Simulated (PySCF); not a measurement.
**[HfOF3]−: how settings move a single point**

Aim: repeat the single point on relaxed [HfOF3]− with altered settings, some of them bad on purpose. The structure is generated, not taken from experiment.

The runs use PySCF 2.14.0; TPSS, Hf def2-SVP with ECP60, O def2-SVP, F def2-SVP; scalar-relativistic core potentials, no spin–orbit coupling.

4 further runs of the same task are left out: 2 for a known fault of the program, 1 that didn't finish, 1 set aside as unsound or not needed.

**1. Where the work starts**

5 atoms, charge -1, spin multiplicity 1.

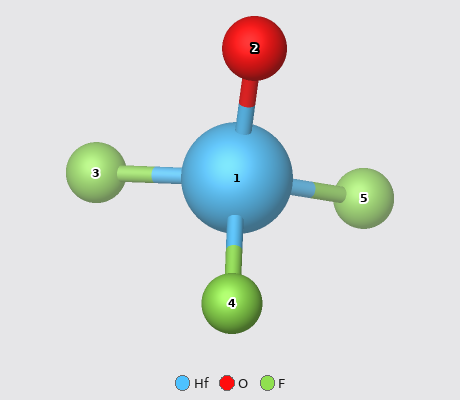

The structure; hafnium blue, oxygen red, fluorine green; atoms are numbered from 1 in the order of the file.

Coordinates:

```
Hf    0.01124    0.01124    0.01124
O     1.06491    1.06491    1.06491
F    -1.13563   -1.13563    1.16231
F     1.16231   -1.13563   -1.13563
F    -1.13563    1.16231   -1.13563
```

Formal oxidation states: Hf +4. An earlier session relaxed this geometry at TPSS, Hf def2-SVP with ECP60, O def2-SVP, F def2-SVP (singlet, point group C3v).

The sound run used a (50, 194) grid (finer on f atoms), a threshold of 1e-8 and at most 55 cycles, and ended at -422.885466 Eh.

**2. Try 1**

Input file run.py (the lines that set the calculation):

```python
mol = gto.M(atom='''
Hf     0.01259     0.01259     0.01259
O      1.19270     1.19270     1.19270
F     -1.27191    -1.27191     1.30179
F      1.30179    -1.27191    -1.27191
F     -1.27191     1.30179    -1.27191''',
    basis={'Hf': 'def2-SVP', 'O': 'def2-SVP', 'F': 'def2-SVP'},
    ecp={'Hf': 'def2-SVP'},
    charge=-1, spin=0)
mf = dft.RKS(mol, xc='TPSS')
mf.grids.atom_grid = (50, 194)
mf = mf.density_fit()  # fitting sets: Hf def2-universal-JKFIT, O def2-universal-JKFIT, F def2-universal-JKFIT
mf.conv_tol = 1e-08; mf.max_cycle = 55
mf.kernel(dm0)  # dm0: free metal ions and neutral atoms
```

Launch:

```sh
OMP_NUM_THREADS=2 python run.py
```

Output:

```text
init E= -438.361704368737
  HOMO = 0.130184667445216  LUMO = 0.155223120904083  gap/eV = 0.68133
cycle= 1 E= -415.429578590107  delta_E= 22.9  |g|= 6.19  |ddm|= 4.87
  HOMO = 0.088300101430472  LUMO = 0.120647502370809  gap/eV = 0.88022
cycle= 2 E= -405.224908253737  delta_E= 10.2  |g|= 6.94  |ddm|= 10.4
  HOMO = -0.202453590128028  LUMO = -0.118088470880181  gap/eV = 2.29569
cycle= 3 E= -419.661522426431  delta_E= -14.4  |g|= 3.44  |ddm|= 9.29
  HOMO = -0.0503119979079108  LUMO = 0.0369403556460319  gap/eV = 2.37426
cycle= 4 E= -421.686521350173  delta_E= -2.02  |g|= 2.31  |ddm|= 3.68
  HOMO = -0.10011200931011  LUMO = 0.118798362227782  gap/eV = 5.95685
cycle= 5 E= -422.565543564275  delta_E= -0.879  |g|= 0.858  |ddm|= 2.13
  HOMO = -0.046823350267962  LUMO = 0.0693308497173037  gap/eV = 3.16072
cycle= 6 E= -422.722211966996  delta_E= -0.157  |g|= 0.58  |ddm|= 1.37
  HOMO = -0.0456380894433229  LUMO = 0.10778172515507  gap/eV = 4.17477
cycle= 7 E= -422.802511293811  delta_E= -0.0803  |g|= 0.0349  |ddm|= 0.49
  HOMO = -0.0468270721705957  LUMO = 0.105678227811259  gap/eV = 4.14988
cycle= 8 E= -422.80268380618  delta_E= -0.000173  |g|= 0.0238  |ddm|= 0.0239
  HOMO = -0.0458384142181923  LUMO = 0.106603479360525  gap/eV = 4.14816
cycle= 9 E= -422.802753869021  delta_E= -7.01e-05  |g|= 0.0148  |ddm|= 0.00988
  HOMO = -0.0450326089996958  LUMO = 0.106476494065142  gap/eV = 4.12277
cycle= 10 E= -422.802803097901  delta_E= -4.92e-05  |g|= 0.00214  |ddm|= 0.00929
  HOMO = -0.0451810136890676  LUMO = 0.106322378087346  gap/eV = 4.12262
cycle= 11 E= -422.802803932666  delta_E= -8.35e-07  |g|= 0.000936  |ddm|= 0.00132
  HOMO = -0.0451150183842422  LUMO = 0.106312604879947  gap/eV = 4.12056
cycle= 12 E= -422.802804140821  delta_E= -2.08e-07  |g|= 6.05e-05  |ddm|= 0.000739
  HOMO = -0.0451199370523641  LUMO = 0.106311771984344  gap/eV = 4.12067
cycle= 13 E= -422.80280414168  delta_E= -8.59e-10  |g|= 5e-06  |ddm|= 4.87e-05
  HOMO = -0.0451177260153697  LUMO = 0.106312228171526  gap/eV = 4.12062
Extra cycle  E= -422.802804141564  delta_E= 1.16e-10  |g|= 2.34e-05  |ddm|= 1.99e-05
converged SCF energy = -422.802804141564
```

It took 3.7 s on 2 threads of Arm Neoverse V1, shared host.

Changed: the scale of all coordinates (1.12). It converges in 13 cycles, +2.249 eV from the sound run, with a largest force component of 3.40 eV/Å. The setting is unsound, so these numbers aren't the compound's.

**3. Try 2**

Input file run.py (the lines that set the calculation):

```python
mol = gto.M(atom='''
Hf     0.01124     0.01124     0.01124
O      1.06491     1.06491     1.06491
F     -1.13563    -1.13563     1.16231
F      1.16231    -1.13563    -1.13563
F     -1.13563     1.16231    -1.13563''',
    basis={'Hf': 'def2-SVP', 'O': 'def2-SVP', 'F': 'def2-SVP'},
    ecp={'Hf': 'def2-SVP'},
    charge=-1, spin=0)
mf = dft.RKS(mol, xc='TPSS')
mf.grids.atom_grid = (15, 26)
mf = mf.density_fit()  # fitting sets: Hf def2-universal-JKFIT, O def2-universal-JKFIT, F def2-universal-JKFIT
mf.conv_tol = 1e-08; mf.max_cycle = 55
mf.kernel(dm0)  # dm0: free metal ions and neutral atoms
```

Launch:

```sh
OMP_NUM_THREADS=2 python run.py
```

Output:

```text
init E= -438.599104145802
  HOMO = 0.122022776647027  LUMO = 0.162875412549255  gap/eV = 1.11166
cycle= 1 E= -419.183765774859  delta_E= 19.4  |g|= 4.53  |ddm|= 4.45
  HOMO = 0.00737438801907736  LUMO = 0.0583724107831323  gap/eV = 1.38773
cycle= 2 E= -417.372673404609  delta_E= 1.81  |g|= 5.24  |ddm|= 6.05
  HOMO = 0.0515290950547358  LUMO = 0.105616341487764  gap/eV = 1.47179
cycle= 3 E= -422.459163394273  delta_E= -5.09  |g|= 1.26  |ddm|= 3.67
  HOMO = -0.099894953893244  LUMO = 0.118141550233354  gap/eV = 5.93308
cycle= 4 E= -422.201897996352  delta_E= 0.257  |g|= 1.68  |ddm|= 2.02
  HOMO = -0.071107801680212  LUMO = 0.122275546249195  gap/eV = 5.26223
cycle= 5 E= -422.826487284405  delta_E= -0.625  |g|= 0.131  |ddm|= 1.15
  HOMO = -0.0331227531221624  LUMO = 0.128942346030328  gap/eV = 4.41002
cycle= 6 E= -422.831176380757  delta_E= -0.00469  |g|= 0.0415  |ddm|= 0.189
  HOMO = -0.0388947527347545  LUMO = 0.128135392970805  gap/eV = 4.54512
cycle= 7 E= -422.831512279558  delta_E= -0.000336  |g|= 0.0176  |ddm|= 0.0383
  HOMO = -0.0396723619573444  LUMO = 0.128403694467139  gap/eV = 4.57358
cycle= 8 E= -422.83158405571  delta_E= -7.18e-05  |g|= 0.00294  |ddm|= 0.0133
  HOMO = -0.0400326249462564  LUMO = 0.128302407219209  gap/eV = 4.58063
cycle= 9 E= -422.831585513858  delta_E= -1.46e-06  |g|= 0.00134  |ddm|= 0.00222
  HOMO = -0.0401014101325215  LUMO = 0.128326217701261  gap/eV = 4.58315
cycle= 10 E= -422.83158593537  delta_E= -4.22e-07  |g|= 0.000119  |ddm|= 0.00109
  HOMO = -0.040106466434956  LUMO = 0.128324947315289  gap/eV = 4.58325
cycle= 11 E= -422.831585937908  delta_E= -2.54e-09  |g|= 3.12e-05  |ddm|= 7.11e-05
  HOMO = -0.0401172009635569  LUMO = 0.128326046055875  gap/eV = 4.58357
Extra cycle  E= -422.831585934921  delta_E= 2.99e-09  |g|= 0.000123  |ddm|= 0.000108
converged SCF energy = -422.831585934921
```

Wall time 2.4 s (2 threads of Arm Neoverse V1, shared host).

Changed: the integration grid, to (15, 26). It converges in 11 cycles, +1.466 eV from the sound run, with a largest force component of 8.93 eV/Å. The setting is unsound, so these numbers aren't the compound's.

**4. Try 3**

run.py (the lines that set the calculation), as its differences from that of step 3:

```diff
@@ -10,3 +10,3 @@
 mf = dft.RKS(mol, xc='TPSS')
-mf.grids.atom_grid = (15, 26)
+mf.grids.atom_grid = (30, 86)
 mf = mf.density_fit()  # fitting sets: Hf def2-universal-JKFIT, O def2-universal-JKFIT, F def2-universal-JKFIT
```

Launch:

```sh
OMP_NUM_THREADS=2 python run.py
```

Output:

```text
init E= -438.632846689023
  HOMO = 0.115002669216783  LUMO = 0.165546756031308  gap/eV = 1.37537
cycle= 1 E= -419.236915173368  delta_E= 19.4  |g|= 4.55  |ddm|= 4.44
  HOMO = 0.0255089657139765  LUMO = 0.0663863163901688  gap/eV = 1.11233
cycle= 2 E= -417.447068806706  delta_E= 1.79  |g|= 5.23  |ddm|= 6.16
  HOMO = 0.00149402850060084  LUMO = 0.108043802526751  gap/eV = 2.89937
cycle= 3 E= -422.807733932823  delta_E= -5.36  |g|= 0.485  |ddm|= 3.75
  HOMO = -0.121733529214232  LUMO = 0.129880763297418  gap/eV = 6.84677
cycle= 4 E= -422.624896892997  delta_E= 0.183  |g|= 1.07  |ddm|= 1.17
  HOMO = -0.0565067698491382  LUMO = 0.130288108788712  gap/eV = 5.08295
cycle= 5 E= -422.870529173692  delta_E= -0.246  |g|= 0.102  |ddm|= 0.731
  HOMO = -0.0387578391644147  LUMO = 0.134458128969701  gap/eV = 4.71345
cycle= 6 E= -422.872954114459  delta_E= -0.00242  |g|= 0.0298  |ddm|= 0.118
  HOMO = -0.0392298576502784  LUMO = 0.133147514060553  gap/eV = 4.69063
cycle= 7 E= -422.873167191867  delta_E= -0.000213  |g|= 0.00725  |ddm|= 0.037
  HOMO = -0.0394396883855829  LUMO = 0.133248452715364  gap/eV = 4.69908
cycle= 8 E= -422.873178638197  delta_E= -1.14e-05  |g|= 0.00103  |ddm|= 0.00572
  HOMO = -0.0394627199082939  LUMO = 0.133233666728817  gap/eV = 4.69931
cycle= 9 E= -422.873178822442  delta_E= -1.84e-07  |g|= 0.000166  |ddm|= 0.0007
  HOMO = -0.0394552221310499  LUMO = 0.13323580119987  gap/eV = 4.69916
cycle= 10 E= -422.873178827427  delta_E= -4.98e-09  |g|= 5.22e-05  |ddm|= 0.00011
  HOMO = -0.0394340625855217  LUMO = 0.133234578529716  gap/eV = 4.69855
Extra cycle  E= -422.873178820883  delta_E= 6.54e-09  |g|= 0.000184  |ddm|= 0.000169
converged SCF energy = -422.873178820883
```

Run time: 2.7 s. Hardware: 2 threads of Arm Neoverse V1, shared host.

Changed: the integration grid, to (30, 86). It converges in 10 cycles, +0.334 eV from the sound run, with a largest force component of 0.33 eV/Å. The setting is unsound, so these numbers aren't the compound's.

**5. Try 4**

run.py (the lines that set the calculation), as its differences from that of step 4:

```diff
@@ -10,5 +10,5 @@
 mf = dft.RKS(mol, xc='TPSS')
-mf.grids.atom_grid = (30, 86)
+mf.grids.atom_grid = (50, 194)
 mf = mf.density_fit()  # fitting sets: Hf def2-universal-JKFIT, O def2-universal-JKFIT, F def2-universal-JKFIT
 mf.conv_tol = 1e-08; mf.max_cycle = 55
-mf.kernel(dm0)  # dm0: free metal ions and neutral atoms
+mf.kernel(dm0)  # dm0: smeared density
```

Launch:

```sh
OMP_NUM_THREADS=2 python run.py
```

Output:

```text
init E= -422.839353091522
  HOMO = -0.0613125443609013  LUMO = 0.129042967849507  gap/eV = 5.17984
cycle= 1 E= -422.881612159706  delta_E= -0.0423  |g|= 0.128  |ddm|= 0.29
  HOMO = 0.000956369100429753  LUMO = 0.132053308247063  gap/eV = 3.56733
cycle= 2 E= -422.820676979622  delta_E= 0.0609  |g|= 0.557  |ddm|= 0.48
  HOMO = -0.0340194544284872  LUMO = 0.13422646318946  gap/eV = 4.57820
cycle= 3 E= -422.885351603986  delta_E= -0.0647  |g|= 0.0214  |ddm|= 0.371
  HOMO = -0.0377403298112258  LUMO = 0.133303552349684  gap/eV = 4.65434
cycle= 4 E= -422.885442442663  delta_E= -9.08e-05  |g|= 0.0103  |ddm|= 0.0269
  HOMO = -0.038003181954643  LUMO = 0.133360359996427  gap/eV = 4.66304
cycle= 5 E= -422.885460994705  delta_E= -1.86e-05  |g|= 0.00468  |ddm|= 0.00693
  HOMO = -0.0383308377963872  LUMO = 0.133408726529854  gap/eV = 4.67327
cycle= 6 E= -422.88546556456  delta_E= -4.57e-06  |g|= 0.000164  |ddm|= 0.00339
  HOMO = -0.0383468979235211  LUMO = 0.133405315850304  gap/eV = 4.67362
cycle= 7 E= -422.8854655696  delta_E= -5.04e-09  |g|= 1.5e-05  |ddm|= 0.00012
  HOMO = -0.0383524731575606  LUMO = 0.133404471716386  gap/eV = 4.67374
Extra cycle  E= -422.885465569559  delta_E= 4.05e-11  |g|= 1.98e-05  |ddm|= 3.45e-05
converged SCF energy = -422.885465569559
```

Run time: 3 s. Hardware: 2 threads of Arm Neoverse V1, shared host.

Changed: the starting guess (smeared density). It converges in 7 cycles, at the sound run's energy within 0.001 eV, with a largest force component of 0.00 eV/Å. The result survives the change.

**6. Results**

| run | changed | ending | energy change (eV) | cycles | time | usable |
| --- | --- | --- | --- | --- | --- | --- |
| 1 | the scale of all coordinates | converged | +2.249 | 13 | 3.7 s | no |
| 2 | the integration grid | converged | +1.466 | 11 | 2.4 s | no |
| 3 | the integration grid | converged | +0.334 | 10 | 2.7 s | no |
| 4 | the starting guess | converged | 0.000 | 7 | 3 s | yes |

1 of 4 altered runs gives a usable result. 3 ended normally with numbers unfit to quote.
